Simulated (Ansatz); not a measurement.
**Frequency calculation of CH₆NSn (charge +1)**

System: CH₆NSn, charge +1, SMILES C[NH][SnH2+].
Method: RKS BHLYP-D4/def2-SVP (Ansatz 0.2.0).

It belongs to a series of runs on one base structure; here: vibrations at the highest image of the band. Figures and captions count atoms from 1; the log counts them from 0 in places.

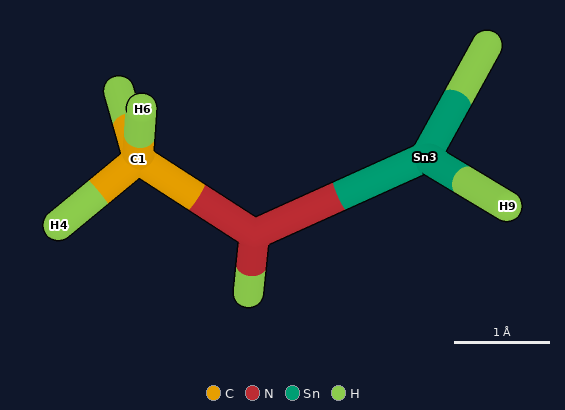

Fig. 1: The structure (stick view, seen at a tilt; atoms are numbered from 1 in the order of the input). Sticks mark near contacts.

Input file
```yaml
crystal:
  periodic: [false, false, false]
  atoms:
    - { symbol: C, position_ang: [0.0431, 1.07909, -0.780979] }
    - { symbol: "N", position_ang: [-0.487049, -0.251464, -0.453457] }
    - { symbol: Sn, position_ang: [0.048395, -1.188106, 1.219135] }
    - { symbol: H, position_ang: [-0.569881, 1.495394, -1.583039] }
    - { symbol: H, position_ang: [1.087582, 1.077903, -1.107669] }
    - { symbol: H, position_ang: [-0.060545, 1.753012, 0.073051] }
    - { symbol: H, position_ang: [-0.529204, -0.857194, -1.264476] }
    - { symbol: H, position_ang: [1.611588, -1.793635, 1.490052] }
    - { symbol: H, position_ang: [-1.143986, -1.31501, 2.407374] }
total_charge: 1
basis:
  gaussian: { orbitals: def2-SVP }
hamiltonian:
  xc: { name: BHLYP }
  dispersion: d4
phonons: {}
```

Hardware: 1 thread of Intel Xeon @ 2.50GHz (Skylake/Cascade Lake), 189 GiB of memory available, shared host.

Launch command:
```bash
ansatz run input.yaml --threads 1 --pin off --max-ram 2048MiB --backend cpu --events-out ev --progress --plain --runs-dir out
```

The program's output
```
Engine: ansatz 0.2.0, x86_64-unknown-linux-gnu
Functional definition: BHLYP
  parameter a = 0.5
  exchange = (1 - a)*b88_x + a*exact_x
  correlation = lyp_c
1025 factors; integrals over basis functions are off by at most 3.1e-4 eV
mean field evaluation 1: about -8429.6127 eV, gradient 7.1e1 eV
mean field evaluation 2: about -8385.1890 eV, gradient 1.2e2 eV
mean field evaluation 4: about -8441.2548 eV, gradient 9.3e0 eV
mean field evaluation 8: about -8441.5676 eV, gradient 4.4e-1 eV
mean field evaluation 16: about -8441.5683 eV, gradient 1.7e-4 eV
mean field -8441.56826008 eV, -310.2219116575 hartree, gradient 5.4e-5 eV, S^2 0.000000; 0 other end points of the search recorded, 0 dependent functions left out
the calculation of the forces begins
reference -8441.56843525 eV, -310.2219180948 hartree; 20, 20 occupied and 64, 64 virtual orbitals, 1025 factors
these checks for a lower state are left out or cut short: stability, starts, cluster_reference, orbital_swaps, neighbouring_geometries, increment
1025 factors; integrals over basis functions are off by at most 3.1e-4 eV
mean field -8441.56802759 eV, -310.2219031137 hartree, gradient 1.0e-6 eV, S^2 0.000000; 0 other end points of the search recorded, 0 dependent functions left out
[... from here on the field's lines of each further geometry are left out, up to the last ...]
the calculation of the forces begins
reference -8441.56841096 eV, -310.2219172023 hartree; 20, 20 occupied and 64, 64 virtual orbitals, 1025 factors
these checks for a lower state are left out or cut short: stability, starts, cluster_reference, orbital_swaps, neighbouring_geometries, increment
1025 factors; integrals over basis functions are off by at most 3.1e-4 eV
mean field -8441.56823295 eV, -310.2219106603 hartree, gradient 1.2e-6 eV, S^2 0.000000; 0 other end points of the search recorded, 0 dependent functions left out
the calculation of the forces begins
reference -8441.56840811 eV, -310.2219170973 hartree; 20, 20 occupied and 64, 64 virtual orbitals, 1025 factors
WARN: phonons: modes at or below zero, which the zero-point energy, F, S and C_V leave out: 1, the lowest at -449.28 cm⁻¹. A minimum has none, and a first-order saddle one
Total energy: -8441.73857794 eV, -310.2281707233 hartree
Atom 0 at     0.043100     1.079090    -0.780979 Å, force    -0.021198    -0.022873     0.006710 eV/Å
Atom 1 at    -0.487049    -0.251464    -0.453457 Å, force     0.019491     0.005867    -0.012548 eV/Å
Atom 2 at     0.048395    -1.188106     1.219135 Å, force     0.003397     0.021564    -0.005465 eV/Å
Atom 3 at    -0.569881     1.495394    -1.583039 Å, force     0.000847     0.000800     0.001042 eV/Å
Atom 4 at     1.087582     1.077903    -1.107669 Å, force     0.002274     0.003459     0.002632 eV/Å
Atom 5 at    -0.060545     1.753012     0.073051 Å, force     0.003108    -0.004869    -0.001732 eV/Å
Atom 6 at    -0.529204    -0.857194    -1.264476 Å, force    -0.003529     0.005891     0.012937 eV/Å
Atom 7 at     1.611588    -1.793635     1.490052 Å, force    -0.002773    -0.007787    -0.000396 eV/Å
Atom 8 at    -1.143986    -1.315010     2.407374 Å, force    -0.001617    -0.002052    -0.003180 eV/Å
Dipole moment:     0.172212    -0.206891     0.106655 e Å
Vibrations: -449.28 161.95 188.32 415.46 466.30 556.49 656.42 714.09 1085.09 1127.58 1161.92 1402.83 1497.85 1522.59 1543.42 2012.35 2066.17 3116.61 3207.36 3228.36 3640.83 cm⁻¹, zero-point energy 1.845628 eV
```

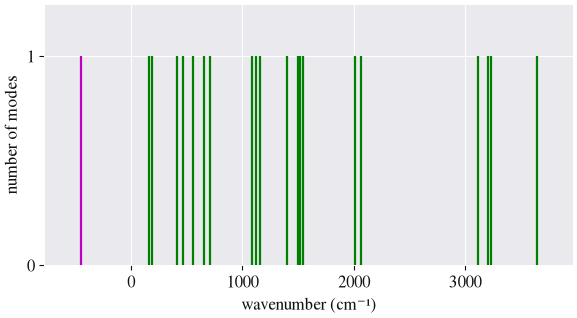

Fig. 2: Harmonic vibrational wavenumbers from the force constants; neighbouring modes closer than 19 cm⁻¹ are counted in one stick, and imaginary ones are drawn at negative wavenumbers. 21 modes from 449i to 3641 cm⁻¹, 1 imaginary beyond 8i (449i cm⁻¹): a first-order saddle point, if the geometry is stationary.

Summary

```json
{"quantity": "outcome", "value": "converged"}
{"quantity": "total energy", "value": "−8441.7386 eV"}
{"quantity": "mean-field energy", "value": "−8441.5684 eV"}
{"quantity": "largest force (length of the vector)", "value": "0.032 eV/Å"}
{"quantity": "wall time", "value": "5.6 min"}
{"quantity": "peak memory", "value": "0.18 GiB"}
```
